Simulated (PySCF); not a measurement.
# SiNH3ClO (SMILES [NH][SiH](O)Cl): UMP2/6-311++G(2d,2p)

Aim: the vertical ionisation energy of SiNH3ClO at UMP2/6-311++G(2d,2p), from 2 runs. The job is set up through a Python script.

Program for the calculation: PySCF 2.14.0.

## 1. Starting point

SiNH3ClO: 7 atoms, total charge 0, spin state doublet. As SMILES, `[NH][SiH](O)Cl`. Geometry: relaxed at PBE0-D4/def2-TZVP. This is one conformer, not always the lowest.

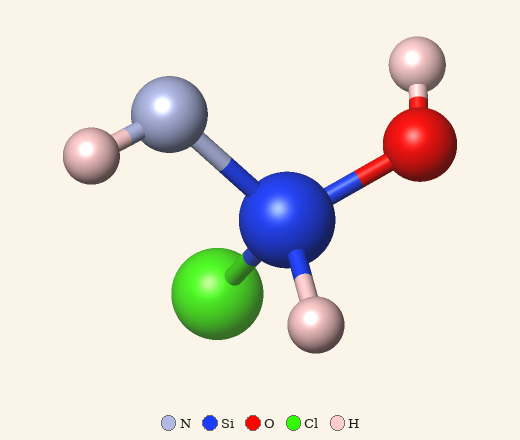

Viewed from a chosen angle; nitrogen light blue, silicon blue, oxygen red, chlorine green, hydrogen pink.

## 2. A single-point energy at UMP2/6-311++G(2d,2p)

calc.py reads:

```python
from pyscf import gto, scf, mp

mol = gto.M(
    atom='''
N     -0.585626     2.100431    -1.661258
Si    -0.139651    -0.215996     0.624366
O      2.769583    -1.191094     0.575989
Cl    -2.626719    -3.012034    -0.417629
H     -2.176020     3.169638    -1.429200
H     -0.658759     0.529501     3.259211
H      3.533032    -1.508757    -1.037838
''',
    verbose=4,
    spin=1,
    basis='6-311++g(2d,2p)',
    max_memory=1860,
    unit='bohr',
)

myscf = scf.UHF(mol)
myscf.conv_tol = 1e-10
myscf.kernel()
if not myscf.converged:
    myscf = myscf.newton().run(myscf.mo_coeff, myscf.mo_occ)

pt = mp.MP2(myscf, frozen=12).run()
e_tot = pt.e_tot
print('Final energy', e_tot)
```

The run is started by

```bash
$ OMP_NUM_THREADS=1 python calc.py
```

Standard output:

```text
PySCF version 2.14.0

[INPUT] num. atoms = 7
[INPUT] num. electrons = 49
[INPUT] charge = 0
[INPUT] spin (= nelec alpha-beta = 2S) = 1
[INPUT] symmetry False subgroup None
[INPUT] Mole.unit = bohr
[INPUT] Symbol           X                Y                Z      unit          X                Y                Z       unit  Magmom
[INPUT]  1 N     -0.309899933322   1.111500218310  -0.879099875059 AA   -0.585626000000   2.100431000000  -1.661258000000 Bohr   0.0
[INPUT]  2 Si    -0.073900126682  -0.114300160850   0.330400258473 AA   -0.139651000000  -0.215996000000   0.624366000000 Bohr   0.0
[INPUT]  3 O      1.465600207351  -0.630299800864   0.304800252541 AA    2.769583000000  -1.191094000000   0.575989000000 Bohr   0.0
[INPUT]  4 Cl    -1.389999834291  -1.593899751316  -0.220999749419 AA   -2.626719000000  -3.012034000000  -0.417629000000 Bohr   0.0
[INPUT]  5 H     -1.151500194506   1.677300196466  -0.756300069847 AA   -2.176020000000   3.169638000000  -1.429200000000 Bohr   0.0
[INPUT]  6 H     -0.348600250288   0.280199862359   1.724700186780 AA   -0.658759000000   0.529501000000   3.259211000000 Bohr   0.0
[INPUT]  7 H      1.869600019851  -0.798399821216  -0.549200218227 AA    3.533032000000  -1.508757000000  -1.037838000000 Bohr   0.0

nuclear repulsion = 216.933066095106
number of shells = 70
number of NR pGTOs = 227
number of NR cGTOs = 154
basis = 6-311++g(2d,2p)
ecp = {}

******** <class 'pyscf.scf.uhf.UHF'> ********
method = UHF
initial guess = minao
damping factor = 0
level_shift factor = 0
DIIS = <class 'pyscf.scf.diis.CDIIS'>
diis_start_cycle = 1
diis_space = 8
diis_damp = 0
SCF conv_tol = 1e-10
SCF conv_tol_grad = None
SCF max_cycles = 50
direct_scf = True
direct_scf_tol = 1e-13
number electrons alpha = 25  beta = 24
Set gradient conv threshold to 1e-05
init E= -879.7309013341
[... the frontier-level lines of each cycle are left out ...]

cycle= 1 E= -879.552101831025  delta_E= 0.179  |g|= 0.414  |ddm|= 1.53
cycle= 2 E= -879.623198936232  delta_E= -0.0711  |g|= 0.228  |ddm|= 0.485
cycle= 3 E= -879.642699823797  delta_E= -0.0195  |g|= 0.048  |ddm|= 0.149
cycle= 4 E= -879.644578946047  delta_E= -0.00188  |g|= 0.0152  |ddm|= 0.063
cycle= 5 E= -879.644834932026  delta_E= -0.000256  |g|= 0.00678  |ddm|= 0.0228
cycle= 6 E= -879.64491011557  delta_E= -7.52e-05  |g|= 0.00372  |ddm|= 0.011
cycle= 7 E= -879.644949255916  delta_E= -3.91e-05  |g|= 0.00205  |ddm|= 0.00905
cycle= 8 E= -879.644967973755  delta_E= -1.87e-05  |g|= 0.00147  |ddm|= 0.00568
cycle= 9 E= -879.644981717543  delta_E= -1.37e-05  |g|= 0.00118  |ddm|= 0.00463
cycle= 10 E= -879.644993999727  delta_E= -1.23e-05  |g|= 0.000888  |ddm|= 0.00507
cycle= 11 E= -879.645005263977  delta_E= -1.13e-05  |g|= 0.00043  |ddm|= 0.00777
cycle= 12 E= -879.645007439701  delta_E= -2.18e-06  |g|= 0.000147  |ddm|= 0.00413
cycle= 13 E= -879.64500756506  delta_E= -1.25e-07  |g|= 5.49e-05  |ddm|= 0.000993
cycle= 14 E= -879.645007572296  delta_E= -7.24e-09  |g|= 2.39e-05  |ddm|= 0.0002
cycle= 15 E= -879.645007573166  delta_E= -8.7e-10  |g|= 1.13e-05  |ddm|= 5.58e-05
cycle= 16 E= -879.645007573348  delta_E= -1.82e-10  |g|= 4.5e-06  |ddm|= 2.66e-05
cycle= 17 E= -879.645007573388  delta_E= -3.93e-11  |g|= 2.15e-06  |ddm|= 1.3e-05
Extra cycle  E= -879.645007573392  delta_E= -4.32e-12  |g|= 1.41e-06  |ddm|= 3.45e-06
converged SCF energy = -879.645007573392  <S^2> = 0.75887837  2S+1 = 2.0088588

******** <class 'pyscf.mp.ump2.UMP2'> ********
nocc = (np.int64(13), np.int64(12)), nmo = (142, 142)
frozen orbitals 12
E(UMP2) = -880.277221936179  E_corr = -0.6322143627864
E(SCS-UMP2) = -880.263258709196  E_corr = -0.618251135803774
E_corr(same-spin) = -0.162007037930661
E_corr(oppo-spin) = -0.470207324855739
Final energy -880.2772219361785
```

Run time: 42 s. Hardware: 1 thread of Arm Neoverse V1, shared host; peak memory 1.2 GiB.

## 3. The singlet cation, same level

run.py reads:

```python
from pyscf import gto, scf, mp

system = gto.M(
    atom='''
N       -0.309900       1.111500      -0.879100
Si      -0.073900      -0.114300       0.330400
O        1.465600      -0.630300       0.304800
Cl      -1.390000      -1.593900      -0.221000
H       -1.151500       1.677300      -0.756300
H       -0.348600       0.280200       1.724700
H        1.869600      -0.798400      -0.549200
''',
    verbose=4,
    basis='6-311++g(2d,2p)',
    max_memory=1860,
    charge=1,
)

calc0 = scf.RHF(system)
calc0.conv_tol = 1e-10
calc0.kernel()
if not calc0.converged:
    calc0 = calc0.newton().run(calc0.mo_coeff, calc0.mo_occ)

pt = mp.MP2(calc0, frozen=12).run()
e_final = pt.e_tot
print('E(%s) = %.9f' % ('MP2', e_final))
```

The run is started by

```bash
$ OMP_NUM_THREADS=1 python run.py
```

Standard output:

```text
PySCF version 2.14.0

[INPUT] num. atoms = 7
[INPUT] num. electrons = 48
[INPUT] charge = 1
[INPUT] spin (= nelec alpha-beta = 2S) = 0
[INPUT] symmetry False subgroup None
[INPUT] Mole.unit = angstrom
[INPUT] Symbol           X                Y                Z      unit          X                Y                Z       unit  Magmom
[INPUT]  1 N     -0.309900000000   1.111500000000  -0.879100000000 AA   -0.585626126003   2.100430587454  -1.661258236105 Bohr   0.0
[INPUT]  2 Si    -0.073900000000  -0.114300000000   0.330400000000 AA   -0.139650760605  -0.215995696038   0.624365511556 Bohr   0.0
[INPUT]  3 O      1.465600000000  -0.630300000000   0.304800000000 AA    2.769582608163  -1.191094376313   0.575988522767 Bohr   0.0
[INPUT]  4 Cl    -1.390000000000  -1.593900000000  -0.221000000000 AA   -2.626719313145  -3.012034469944  -0.417629473529 Bohr   0.0
[INPUT]  5 H     -1.151500000000   1.677300000000  -0.756300000000 AA   -2.176019632437   3.169637628733  -1.429199868009 Bohr   0.0
[INPUT]  6 H     -0.348600000000   0.280200000000   1.724700000000 AA   -0.658758527023   0.529501260103   3.259210647037 Bohr   0.0
[INPUT]  7 H      1.869600000000  -0.798400000000  -0.549200000000 AA    3.533031962487  -1.508757337853  -1.037837587611 Bohr   0.0

nuclear repulsion = 216.933065387895
number of shells = 70
number of NR pGTOs = 227
number of NR cGTOs = 154
basis = 6-311++g(2d,2p)
ecp = {}

******** <class 'pyscf.scf.hf.RHF'> ********
method = RHF
initial guess = minao
damping factor = 0
level_shift factor = 0
DIIS = <class 'pyscf.scf.diis.CDIIS'>
diis_start_cycle = 1
diis_space = 8
diis_damp = 0
SCF conv_tol = 1e-10
SCF conv_tol_grad = None
SCF max_cycles = 50
direct_scf = True
direct_scf_tol = 1e-13
Set gradient conv threshold to 1e-05
Initial guess from minao.
init E= -879.730901959981
  HOMO = -0.309812667361106  LUMO = -0.261142018644704  gap/eV = 1.32440
cycle= 1 E= -879.024919550629  delta_E= 0.706  |g|= 0.829  |ddm|= 2.17
  HOMO = -0.647342946273  LUMO = -0.523921645028812  gap/eV = 3.35846
cycle= 2 E= -879.140157107939  delta_E= -0.115  |g|= 0.578  |ddm|= 1.24
  HOMO = -0.691696720729036  LUMO = -0.361173437258032  gap/eV = 8.99400
cycle= 3 E= -879.217436886883  delta_E= -0.0773  |g|= 0.086  |ddm|= 0.473
  HOMO = -0.668345001073588  LUMO = -0.340066914524897  gap/eV = 8.93290
cycle= 4 E= -879.220686746536  delta_E= -0.00325  |g|= 0.0267  |ddm|= 0.141
  HOMO = -0.671327060077541  LUMO = -0.339798056411098  gap/eV = 9.02136
cycle= 5 E= -879.221306192207  delta_E= -0.000619  |g|= 0.0116  |ddm|= 0.053
  HOMO = -0.670487424177296  LUMO = -0.339162245830835  gap/eV = 9.01582
cycle= 6 E= -879.221508052294  delta_E= -0.000202  |g|= 0.00602  |ddm|= 0.0318
  HOMO = -0.669704892955716  LUMO = -0.339408554321636  gap/eV = 8.98782
cycle= 7 E= -879.221579207233  delta_E= -7.12e-05  |g|= 0.00443  |ddm|= 0.0161
  HOMO = -0.669870590528351  LUMO = -0.339135800301506  gap/eV = 8.99975
cycle= 8 E= -879.221618526379  delta_E= -3.93e-05  |g|= 0.00366  |ddm|= 0.00894
  HOMO = -0.669895853345562  LUMO = -0.339099365619319  gap/eV = 9.00143
cycle= 9 E= -879.221684660049  delta_E= -6.61e-05  |g|= 0.00257  |ddm|= 0.0186
  HOMO = -0.670321955218049  LUMO = -0.338883601292139  gap/eV = 9.01890
cycle= 10 E= -879.221732296722  delta_E= -4.76e-05  |g|= 0.00127  |ddm|= 0.023
  HOMO = -0.670629710997269  LUMO = -0.338995820077713  gap/eV = 9.02422
cycle= 11 E= -879.221742749363  delta_E= -1.05e-05  |g|= 0.000496  |ddm|= 0.0129
  HOMO = -0.670734093602695  LUMO = -0.338994118688362  gap/eV = 9.02710
cycle= 12 E= -879.221743793953  delta_E= -1.04e-06  |g|= 0.000169  |ddm|= 0.00436
  HOMO = -0.670756341778549  LUMO = -0.338974592183405  gap/eV = 9.02824
cycle= 13 E= -879.221743859471  delta_E= -6.55e-08  |g|= 7.41e-05  |ddm|= 0.000873
  HOMO = -0.670748327006029  LUMO = -0.338967803528135  gap/eV = 9.02821
cycle= 14 E= -879.221743869083  delta_E= -9.61e-09  |g|= 3.49e-05  |ddm|= 0.000253
  HOMO = -0.670746527231206  LUMO = -0.338972712805344  gap/eV = 9.02803
cycle= 15 E= -879.221743871401  delta_E= -2.32e-09  |g|= 1.53e-05  |ddm|= 0.000124
  HOMO = -0.670744673826885  LUMO = -0.338972200694514  gap/eV = 9.02799
cycle= 16 E= -879.221743871832  delta_E= -4.31e-10  |g|= 7.01e-06  |ddm|= 5.28e-05
  HOMO = -0.670743537508432  LUMO = -0.338972421853697  gap/eV = 9.02795
cycle= 17 E= -879.221743871904  delta_E= -7.16e-11  |g|= 3.34e-06  |ddm|= 2.49e-05
  HOMO = -0.670743746689666  LUMO = -0.338972212722638  gap/eV = 9.02796
Extra cycle  E= -879.221743871913  delta_E= -9.32e-12  |g|= 2.12e-06  |ddm|= 6.2e-06
converged SCF energy = -879.221743871913

******** <class 'pyscf.mp.mp2.RMP2'> ********
nocc = 12, nmo = 142
frozen orbitals 12
E(RMP2) = -879.836808262371  E_corr = -0.615064390458457
E(SCS-RMP2) = -879.828821007191  E_corr = -0.607077135277873
E_corr(same-spin) = -0.151153999929549
E_corr(oppo-spin) = -0.463910390528908
E(MP2) = -879.836808262
```

Wall time 13 s (1 thread of Arm Neoverse V1, shared host); peak memory 0.81 GiB.

## 4. Outcome

Level: UMP2/6-311++G(2d,2p), 12 core orbitals frozen.

| quantity | value |
| --- | --- |
| doublet SiNH3ClO: total energy | -880.27722 Eh |
| doublet SiNH3ClO: dipole moment (Hartree–Fock density) | 1.20 D |
| doublet SiNH3ClO: HOMO energy (Hartree–Fock orbitals) (highest over α and β) | -11.89 eV |
| doublet SiNH3ClO: LUMO energy (Hartree–Fock orbitals) (lowest over α and β) | 1.02 eV |
| doublet SiNH3ClO: correlation energy (12 core orbitals frozen) | -632.2 mEh |
| doublet SiNH3ClO: ⟨S²⟩ of the reference determinant | 0.759 |
| singlet cation: total energy | -879.83681 Eh |
| singlet cation: HOMO energy (Hartree–Fock orbitals) | -18.25 eV |
| singlet cation: LUMO energy (Hartree–Fock orbitals) | -9.22 eV |
| singlet cation: HOMO–LUMO gap (Hartree–Fock orbitals) | 9.03 eV |
| singlet cation: correlation energy (12 core orbitals frozen) | -615.1 mEh |
| vertical ionisation energy (to the singlet cation) | 11.984 eV |

**Reading.** Removing an electron at fixed nuclei costs 11.98 eV (276 kcal/mol). Only the singlet of the ionised species was computed; a triplet could lie lower. Mulliken charges (doublet SiNH3ClO) of the mean-field density run from -0.84 on O3 to +1.52 on Si2; in a basis this large or diffuse they mean little. Mulliken charges (singlet cation) of the mean-field density run from -0.73 on O3 to +1.33 on Si2; in a basis this large or diffuse they mean little.
